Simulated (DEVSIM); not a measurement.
Device: Au/SiO2/p-GaSb capacitor, at 250 K.

```
layer (left to right)  material  thickness (nm)  Na (cm⁻³)
---------------------  --------  --------------  ---------
1                          SiO2            1.00          -
2                          GaSb           15000       8e13
```

Metal gate on the left, work function 5.1 eV. Fixed charge at the semiconductor interface 0 cm⁻² (in units of +e); interface traps 2.5e11 cm⁻² eV⁻¹, uniform in energy, neutral level at 0.5 of the gap above the valence band.

Constants are typed, rounded textbook-type inputs, not results; the design itself was drawn at random and stands for no fabricated device. Values at 300 K; Nc and Nv go as T^1.5, mobilities as T to minus their exponent, the gap by Varshni's rule with the affinity fixed.

| parameter | SiO2 | GaSb |
|---|---|---|
| gap (eV) | 9 | 0.726 |
| affinity (eV) | 0.9 | 4.06 |
| permittivity | 3.9 | 15.7 |
| Nc (cm⁻³) | - | 2.1e17 |
| Nv (cm⁻³) | - | 1.8e19 |
| Varshni α (eV/K) | - | 0.00042 |
| Varshni β (K) | - | 140 |

Simulated with DEVSIM: 1D Poisson equation in equilibrium, Boltzmann statistics, complete ionisation; no quantum confinement or tunnelling. Metal contacts follow the ideal Schottky-Mott rule: no Fermi-level pinning, no interface dipoles.

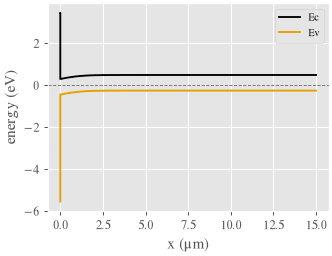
*Band edges at 0.75 V on the gate*

Energies count from the Fermi level of the right contact; mesh points crowd at the junctions.

| x (μm) | Ec (eV) | Ev (eV) | n (cm⁻³) | p (cm⁻³) | field (V/cm) |
|---|---|---|---|---|---|
| 0.000 | 3.450 | -5.550 | < 1e2 | < 1e2 | 17000 |
| 0.0005922 | 3.451 | -5.549 | < 1e2 | < 1e2 | 17000 |
| 0.001468 | 0.292 | -0.453 | 2.1e11 | 1.0e10 | 1800 |
| 0.003640 | 0.292 | -0.453 | 2.1e11 | 1.0e10 | 1800 |
| 0.01108 | 0.293 | -0.451 | 1.9e11 | 1.1e10 | 1800 |
| 0.02520 | 0.296 | -0.449 | 1.7e11 | 1.2e10 | 1800 |
| 0.05704 | 0.301 | -0.443 | 1.3e11 | 1.6e10 | 1700 |
| 0.1691 | 0.320 | -0.424 | 5.6e10 | 3.8e10 | 1600 |
| 0.3948 | 0.355 | -0.390 | 1.1e10 | 1.9e11 | 1400 |
| 0.8908 | 0.414 | -0.331 | 7.3e8 | 2.9e12 | 970 |
| 2.010 | 0.474 | -0.271 | 4.5e7 | 4.8e13 | 210 |
| 5.946 | 0.485 | -0.260 | 2.7e7 | 8.0e13 | ≈ 0 |
| 10.79 | 0.485 | -0.260 | 2.7e7 | 8.0e13 | ≈ 0 |
| 13.13 | 0.485 | -0.260 | 2.7e7 | 8.0e13 | ≈ 0 |
| 14.39 | 0.485 | -0.260 | 2.7e7 | 8.0e13 | ≈ 0 |
| 14.73 | 0.485 | -0.260 | 2.7e7 | 8.0e13 | ≈ 0 |
| 14.88 | 0.485 | -0.260 | 2.7e7 | 8.0e13 | ≈ 0 |
| 14.95 | 0.485 | -0.260 | 2.7e7 | 8.0e13 | ≈ 0 |
| 14.98 | 0.485 | -0.260 | 2.7e7 | 8.0e13 | ≈ 0 |
| 14.99 | 0.485 | -0.260 | 2.7e7 | 8.0e13 | ≈ 0 |
| 15.00 | 0.485 | -0.260 | 2.7e7 | 8.0e13 | ≈ 0 |
| 15.00 | 0.485 | -0.260 | 2.7e7 | 8.0e13 | ≈ 0 |
